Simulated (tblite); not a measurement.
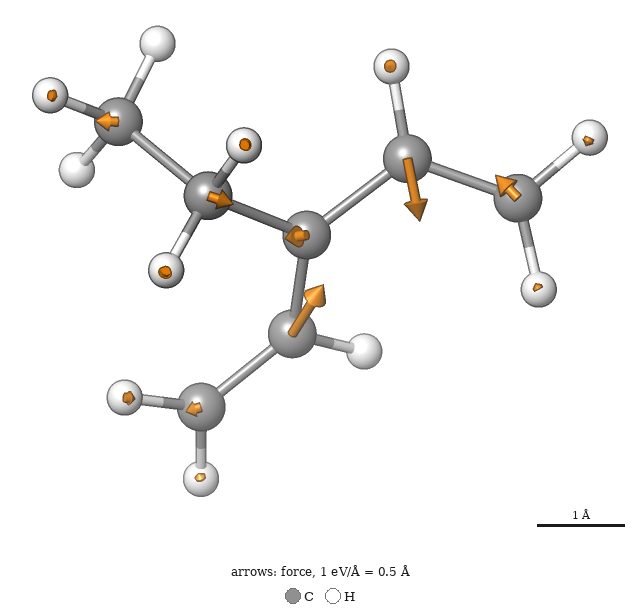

Starting geometry of C7H11 (multiplicity 2) with the computed forces as orange arrows. The picture is a ball-and-stick view, seen at a tilt.

Level of theory: GFN2-xTB geometry optimisation, gas phase in tblite 0.8.0. 

Is this structure relaxed? If not, where do the atoms go?

Answer. It isn't relaxed: the largest force vector, on a C atom, is 1.72 eV/Å. The final displacements have little in common with the starting forces (cosine between the two patterns 0.16). The atom that moves furthest after the best rigid fit is an H atom (0.97 Å). Largest moves by element: H 0.97 Å, C 0.32 Å. Some distances before and after: C–C 1.455 → 1.416 Å, C–C 1.525 → 1.500 Å, C–C 1.521 → 1.534 Å, C–H 1.084 → 1.075 Å. Among the angles between lasting bonds that change: C–C–C 123.1° → 128.1°, H–C–H 104.7° → 107.8°, C–C–C 114.5° → 117.4°. Groups turn about C–C by about 40°. The energy falls by 0.262 eV in 85 geometry steps. The run took 0.65 s on 1 thread of Intel(R) Xeon(R) Processor @ 2.70GHz, with other jobs on the host.
